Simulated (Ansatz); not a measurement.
**SiS (SMILES [Si-]#[S+]) at 6 levels**

Aim: a comparison of 6 runs (B3LYP/cc-pVTZ, PBE/cc-pVTZ, revPBE/cc-pVTZ, wB97X/cc-pVTZ, RPA@PBE0/cc-pVTZ, BCCD(T)/cc-pVTZ) of SiS. 

The calculation is run with Ansatz 0.2.0.

43 further runs of the same task are left out: 43 set aside as unsound or not needed.

## Step 1: The structure to begin with

SiS has 2 atoms, charge 0, and is taken as a singlet. SMILES: `[Si-]#[S+]`. The Si1–S2 distance was set to 3.473 Å, away from the relaxed value.

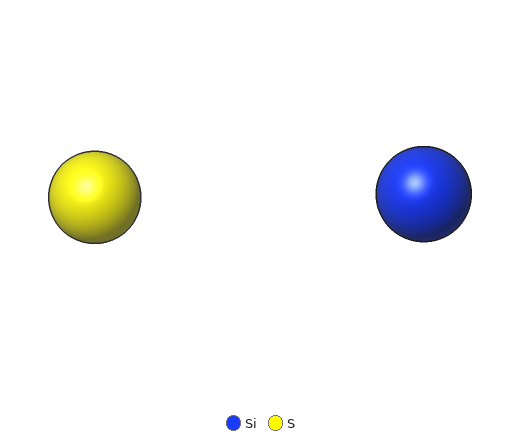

The structure, seen from a chosen angle (silicon blue, sulfur yellow).

## Step 2: A single-point energy at B3LYP/cc-pVTZ (run 1)

Input file run.yaml:

```yaml
crystal:
  periodic: [false, false, false]
  atoms:
    - symbol: Si
      position_ang: [0.000000, 0.000000, -1.543479]
    - symbol: S
      position_ang: [0.000000, 0.000000, 1.929321]
basis:
  gaussian: {orbitals: cc-pVTZ}
hamiltonian: {xc: {name: B3LYP}}
accuracy: high
output: {orbitals: {seedname: orbitals}}
```

Run with:

```sh
$ ansatz run run.yaml --threads 1 --pin off --max-ram 3480MiB --events-out events.jsonl --progress --plain --runs-dir runs
```

The log of the run:

```text
Warning: RAYON_NUM_THREADS=1 ignored (pool sized by the plan → 1); use --threads N
Functional definition: B3LYP
  name "B3LYP"
  parameter a0 = 0.2
  parameter ax = 0.72
  parameter ac = 0.81
  exchange = (1 - a0 - ax)*slater_x + ax*b88_x + a0*exact_x
  correlation = (1 - ac)*vwn_rpa_c + ac*lyp_c
861 factors; integrals over basis functions are off by at most 2.9e-9 eV
mean field evaluation 1: about -18692.5121 eV, gradient 4.6e1 eV
mean field evaluation 2: about -18546.6607 eV, gradient 1.4e2 eV
mean field evaluation 4: about -18708.1364 eV, gradient 9.4e0 eV
mean field evaluation 8: about -18708.1366 eV, gradient 9.4e0 eV
mean field evaluation 16: about -18708.6527 eV, gradient 1.9e-4 eV
mean field evaluation 32: about -18699.8990 eV, gradient 3.3e1 eV
mean field evaluation 64: about -18708.5276 eV, gradient 8.6e-1 eV
mean field -18708.65274864 eV, -687.5303073322 hartree, gradient 3.0e-8 eV, S^2 0.000000; 6 other end points of the search recorded, 0 dependent functions left out
reference -18708.65277805 eV, -687.5303084131 hartree; 15, 15 occupied and 53, 53 virtual orbitals, 861 factors
Total energy: -18708.65277805 eV, -687.5303084131 hartree
```

Run time: 6 s. Hardware: 1 thread of Arm Neoverse V1, shared host; peak memory 0.13 GiB.

## Step 3: A single-point energy at PBE/cc-pVTZ (run 2)

Input file job.yaml:

```yaml
crystal:
  periodic: [false, false, false]
  atoms:
    - {symbol: Si, position_ang: [0.000000, 0.000000, -1.543479]}
    - {symbol: S, position_ang: [0.000000, 0.000000, 1.929321]}
basis:
  gaussian:
    orbitals: cc-pVTZ
hamiltonian:
  xc: {name: PBE}
accuracy: high
output: {orbitals: {seedname: orbitals}}
```

Run with:

```sh
$ ansatz run job.yaml --threads 1 --pin off --max-ram 3480MiB --events-out events.jsonl --progress --plain --runs-dir runs
```

The log of the run, shortened:

```text
Warning: RAYON_NUM_THREADS=1 ignored (pool sized by the plan → 1); use --threads N
Functional definition: PBE
  name "PBE"
[...]
861 factors; integrals over basis functions are off by at most 2.9e-9 eV
[...]
mean field -18699.56372540 eV, -687.1962918887 hartree, gradient 1.3e-8 eV, S^2 0.000000; 6 other end points of the search recorded, 0 dependent functions left out
reference -18699.56372767 eV, -687.1962919722 hartree; 15, 15 occupied and 53, 53 virtual orbitals, 861 factors
Total energy: -18699.56372767 eV, -687.1962919722 hartree
```

It took 9.9 s on 1 thread of Arm Neoverse V1, shared host; peak memory 0.12 GiB.

## Step 4: A single-point energy at revPBE/cc-pVTZ (run 3)

Input file job.yaml:

```yaml
basis:
  gaussian: {orbitals: cc-pVTZ}
crystal:
  periodic: [false, false, false]
  atoms:
    - {symbol: Si, position_ang: [0.000000, 0.000000, -1.543479]}
    - {symbol: S, position_ang: [0.000000, 0.000000, 1.929321]}
hamiltonian: {xc: {name: revPBE}}
accuracy: high
output: {orbitals: {seedname: orbitals}}
```

Run with:

```sh
$ ansatz run job.yaml --threads 1 --pin off --max-ram 3480MiB --events-out events.jsonl --progress --plain --runs-dir runs
```

The log of the run, shortened:

```text
Warning: RAYON_NUM_THREADS=1 ignored (pool sized by the plan → 1); use --threads N
Functional definition: revPBE
  name "revPBE"
[...]
861 factors; integrals over basis functions are off by at most 2.9e-9 eV
[...]
mean field -18704.73301769 eV, -687.3862598768 hartree, gradient 2.8e-8 eV, S^2 0.000000; 7 other end points of the search recorded, 0 dependent functions left out
reference -18704.73302052 eV, -687.3862599806 hartree; 15, 15 occupied and 53, 53 virtual orbitals, 861 factors
Total energy: -18704.73302052 eV, -687.3862599806 hartree
```

Wall time 11 s (1 thread of Arm Neoverse V1, shared host); peak memory 0.12 GiB.

Runs 4 to 5 aren't shown in full; the table further down has their settings and results.

## Step 5: A single-point energy at BCCD(T)/cc-pVTZ (run 6)

Input file input.yaml:

```yaml
basis:
  gaussian:
    orbitals: cc-pVTZ
crystal:
  periodic: [false, false, false]
  atoms:
    - {symbol: Si, position_ang: [0.000000, 0.000000, -1.543479]}
    - {symbol: S, position_ang: [0.000000, 0.000000, 1.929321]}
correlation:
  method: bccd_t
  frozen_orbitals: {S: 5, Si: 5}
accuracy: high
scf:
  omitted_lower_state_checks: [cluster_reference, increment]
```

Run with:

```sh
$ ansatz run input.yaml --threads 1 --pin off --max-ram 3480MiB --events-out events.jsonl --progress --plain --runs-dir runs
```

The log of the run:

```text
Warning: RAYON_NUM_THREADS=1 ignored (pool sized by the plan → 1); use --threads N
[... 17 lines left out ...]
10 core orbitals not correlated: weight in the atoms' cores, before any rotation towards them, 1.000 or more for the frozen orbitals, at most 0.000 for the correlated occupied ones
[... 99 lines left out ...]
Total energy: -18683.55367741 eV, -686.6079334774 hartree
Checks for a lower state left out: cluster_reference, increment
```

Run time: 7.5 s. Hardware: 1 thread of Arm Neoverse V1, shared host; peak memory 0.2 GiB.

## Step 6: Overview of the runs

```
run             level  frozen core orbitals  energy (Eh)  HOMO energy (eV)  LUMO energy (eV)  HOMO–LUMO gap (eV)  wall time
  1     B3LYP/cc-pVTZ                     –  -687.530308             -5.99             -4.72                1.27        6 s
  2       PBE/cc-pVTZ                     –  -687.196292             -5.50             -5.06                0.43      9.9 s
  3    revPBE/cc-pVTZ                     –  -687.386260             -5.46             -5.03                0.43       11 s
  4     wB97X/cc-pVTZ                     –  -687.433847             -8.27             -2.47                5.80       12 s
  5  RPA@PBE0/cc-pVTZ                    10  -686.677431                 –                 –                   –      7.5 s
  6   BCCD(T)/cc-pVTZ                    10  -686.607933                 –                 –                   –      7.5 s
```

## Step 7: Results

| quantity | value |
| --- | --- |
| run 6: total energy | -686.60793 Eh |
| run 6: correlation energy (10 core orbitals frozen) | -351.3 mEh |
| run 6: (T) correction | -87.26 mEh |

In words: Over runs 1, 2, 3, 4 the HOMO–LUMO gap runs from 0.43 eV (revPBE/cc-pVTZ) to 5.80 eV (wB97X/cc-pVTZ). Totals of different functionals can't be ranked against each other. In runs 5, 6 the log says that unrestricted orbitals would lower the reference, so the values rest on an unstable closed-shell determinant (other closed-shell runs at this shape may share the fault). All runs together took 54 s, the longest 12 s.
